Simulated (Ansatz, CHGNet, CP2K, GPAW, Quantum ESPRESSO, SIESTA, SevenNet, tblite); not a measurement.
# Forces in liquid diethyl ether at 300 K (75 atoms), program by program

Aim: forces, pressure and gap of liquid diethyl ether at 300 K (75 atoms) at one geometry, from other programs and methods, against plane-wave PBE.

Results are calculated, not measured.

### Step 1. The cell

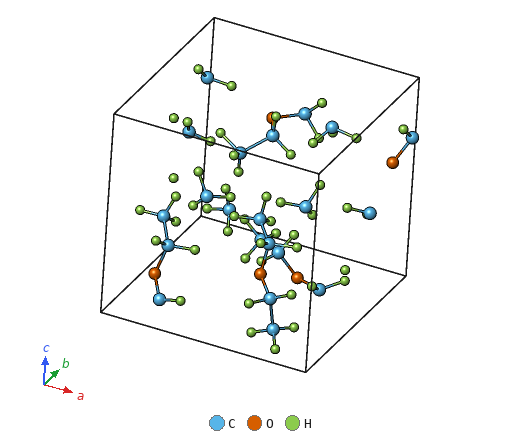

The cell (carbon blue, oxygen orange, hydrogen green). Bonds to atoms that aren't drawn are left out. Some periodic images of atoms are drawn too.

The cell holds 75 atoms (20 C, 5 O and 50 H), with edges of 9.53, 9.53 and 9.53 Å. Recipe: 5 diethyl ether placed at random, at 0.71 g/cm³; overlaps pushed apart, then 10 ps at 450 K with MMFF94 bonds, angles, torsions, charges and radii (Halgren, J. Comput. Chem. 17, 490 (1996)) in harmonic and 12-6 forms. Snapshot after 20 ps at 300 K and fixed volume. Then every atom was moved at random, 0.05 Å r.m.s. a Cartesian component (hydrogen 0.6 of that). The density is 0.71 g/cm³.

### Step 2. The reference input

Quantum ESPRESSO 7.5: Kohn-Sham DFT, PBE, SSSP efficiency 1.3.0 pseudopotentials, plane waves. Its input, pw.in:

```
&control
  calculation = 'scf'
  pseudo_dir = './pseudo'
  outdir = './tmp'
  disk_io = 'none'
  tprnfor = .true.
  tstress = .true.
/
&system
  ibrav = 0
  nat = 75
  ntyp = 3
  ecutwfc = 60
  ecutrho = 480
  nosym = .true.
  occupations = 'smearing'
  smearing = 'fd'
  degauss = 0.003675
/
&electrons
  conv_thr = 3.8e-07
  electron_maxstep = 100
  mixing_beta = 0.4
  mixing_mode = 'plain'
  diagonalization = 'david'
/
ATOMIC_SPECIES
C 12.011 C.upf
O 15.999 O.upf
H 1.008 H.upf
CELL_PARAMETERS angstrom
9.53465 0.00000 0.00000
0.00000 9.53465 0.00000
0.00000 0.00000 9.53465
ATOMIC_POSITIONS crystal
C 0.90448 0.09480 0.75948
C 0.00233 0.96484 0.71498
O 0.94067 0.90949 0.59752
C 0.01206 0.78599 0.53118
[... 69 atom lines left out ...]
H 0.37205 0.67364 0.05777
H 0.45208 0.80493 0.14449
K_POINTS gamma
```

```console
$ OMP_NUM_THREADS=1 mpirun -np 2 pw.x -in pw.in > output.txt
```

Wall time 51 s (2 MPI ranks of Arm Neoverse V1, shared host); peak memory 1.6 GiB.

It converged with an r.m.s. force component of 1.8 eV/Å and a pressure of 2.0 GPa.

Its highest filled and lowest empty levels lie 4.35 eV apart on its k-points.

### Step 3. The other programs

- CHGNet: machine-learned potential, published weights.
- CP2K 2026.2: Gaussian basis with GTH pseudopotentials and a plane-wave density; labels give functional, basis (MOLOPT sets; SR short-range, UZH the newer set with its own potentials), grid cutoff/relative cutoff and solver (OT: orbital transformation; TRS4, TC2, SIGN: linear-scaling purification with its sparsity filter), or its built-in tight binding.
- GPAW 26.7.0: PAW with atomic orbitals (LCAO), plane waves or a real-space grid of spacing h.
- Quantum ESPRESSO 7.5: plane waves; labels (QE) give functional, pseudopotential set and cutoffs of waves/density.
- SIESTA 5.4.2: numerical atomic orbitals, whose automatically made sets are far from complete, with PseudoDojo norm-conserving potentials that we converted to its format (checked against plane waves on the same files for H, C, O, Si, Ge and Ca alone); labels give functional, basis size, energy shift and mesh cutoff.
- SevenNet: machine-learned potential, published weights.
- tblite 0.8.0: extended tight binding, driven from Python.

All use the same cell and atoms, and the electronic-structure runs the same k-mesh.

### Step 4. Side by side

Differences are against the reference: forces as r.m.s. over components, share as that over the reference's r.m.s. force, slope as the fitted ratio of a run's forces to the reference's.

```
                                            run  Δ force, r.m.s. (meV/Å)  share (%)  slope  Δ pressure (GPa)  Δ gap (eV)  cores  CPU time  memory (GiB)
                                      reference                        -          -      -                 -           -      2   1.7 min           1.6
                        CHGNet r2SCAN potential                      257       14.0  0.916             -1.18           -      1     4.4 s           1.3
     CP2K PBE, DZVP-MOLOPT-SR, 600/50 Ry, OT CG                      117       6.35  1.031             0.187        2.00      2   7.5 min           1.2
        CP2K PBE, TZVP-MOLOPT, 600/50 Ry, OT CG                     35.0       1.90  1.007             0.191       0.626      4    52 min           2.3
                   GPAW PBE, LCAO dzp, h 0.18 Å                      312       16.9  1.076                 -       0.497      1      41 s          0.71
          GPAW PBE, LCAO dzp, h 0.25 Å (coarse)                      333       18.1  1.076                 -       0.495      1      26 s           0.4
      GPAW PBE, LCAO sz(dzp), h 0.18 Å (coarse)                     1814       98.5  1.291                 -        1.92      1      18 s          0.57
QE PBE, dojo-0.4.1-standard, 60/240 Ry (coarse)                     31.9       1.74  0.995             -2.02       -0.04      2      60 s          0.62
    SIESTA PBE, DZP, shift 0.01 Ry, mesh 500 Ry                      379       20.6  1.101              2.20       0.551      2   2.7 min           1.4
                           SevenNet 0 potential                      128       6.96  0.976            -0.193           -      1     8.1 s          0.95
                        SevenNet l3i5 potential                     96.1       5.22  1.001           -0.0297           -      1      11 s           1.5
                                tblite GFN1-xTB                      226       12.3  1.006             -1.33           -      1     1.3 s          0.13
                                tblite GFN2-xTB                      275       14.9  0.952             -1.64           -      1     4.8 s          0.13
```

Rows marked coarse were listed beforehand as settings not expected to be converged; some can still land near the reference.

Times of the machine-learned potentials are mostly Python's start and the loading of weights.

CPU time is summed over cores on shared hosts, so it is rough.

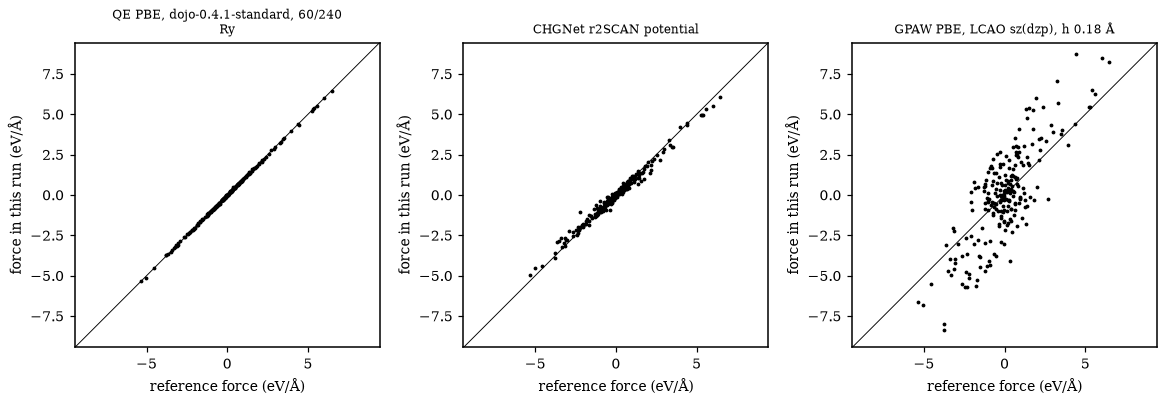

Force components against those of the reference; the line marks equality.

### Step 5. Findings

Forces lie from 1.7 % (QE PBE, dojo-0.4.1-standard, 60/240 Ry, coarse) to 99 % (GPAW PBE, LCAO sz(dzp), h 0.18 Å, coarse) of the reference's r.m.s. force of 1.8 eV/Å away from it. The PBE runs in local orbitals, coarse settings apart, differ by 1.9 % (CP2K PBE, TZVP-MOLOPT, 600/50 Ry, OT CG) to 21 % (SIESTA PBE, DZP, shift 0.01 Ry, mesh 500 Ry); basis, grid and potentials can all enter. Tight binding differs by 12 % (tblite GFN1-xTB) to 15 % (tblite GFN2-xTB); it is another model, with fitted parameters of its own, and the xTB methods hold dispersion. Machine-learned potentials differ by 5.2 % (SevenNet l3i5 potential) to 14 % (CHGNet r2SCAN potential); they were trained on other programs' data, some at another functional.

Runs with settings chosen to be coarse differ by 1.7 % (QE PBE, dojo-0.4.1-standard, 60/240 Ry) to 99 % (GPAW PBE, LCAO sz(dzp), h 0.18 Å), their programs' other errors included. SIESTA PBE, DZP, shift 0.01 Ry, mesh 500 Ry stiffens the forces by a factor of 1.10 while following their directions (correlation 0.987). From GPAW PBE, LCAO dzp, h 0.25 Å to the finer GPAW PBE, LCAO dzp, h 0.18 Å the share goes from 18.1 to 16.9 %, so the grid isn't what parts these runs from the reference. Pressures at PBE, coarse settings apart, lie +0.19 to +2.20 GPa from the reference's. Gaps at PBE, coarse settings apart, lie +0.50 to +2.00 eV from the reference's.

**Limits.** Periodic xTB results under one method name differ between programs and library versions. With short bonds to hydrogen, sets of potentials differ among themselves by several per cent in forces even at converged cutoffs, so the reference isn't exact here either. The reference's pressure holds the uncorrected Pulay stress of its 60 Ry basis, so small pressure differences may be the reference's own error. Machine-learned potentials mimic data converged in k, so the reference's own k-point error enters their differences. The network of contacts between molecules at the start is that of the classical potential that made the cell, and needn't be the one that DFT or experiment would give. The reference's PBE has no dispersion term, which matters for the binding between molecules or layers. The electronic-structure runs sample only Γ, in a cell whose shortest periodic width is 10 Å. Where levels are smeared, the DFT runs use Fermi–Dirac occupations at 580 K (0.05 eV), and energies are free energies. The atoms were displaced at random, and shares hang on the size of the forces that this gives. The reference's cutoffs and mesh weren't converged further here.

[Logs are printed without paths, hosts, clocks, repeated set-up lines and the standing remarks that a program may print on its own settings, such as how far it seeks lower states.]

[Hosts, paths, dates, database ids (printed as entryN), source tags and the programs' standing remarks are cut or masked in the printed files.]

[Cells were taken only where this reference lay near another plane-wave run.]

[The MMFF94 radii named for the starting cell were scaled by 0.96; in molecules described by MMFF94, hydrogen bound to N, O or S took a small fixed 12-6 site in their place.]
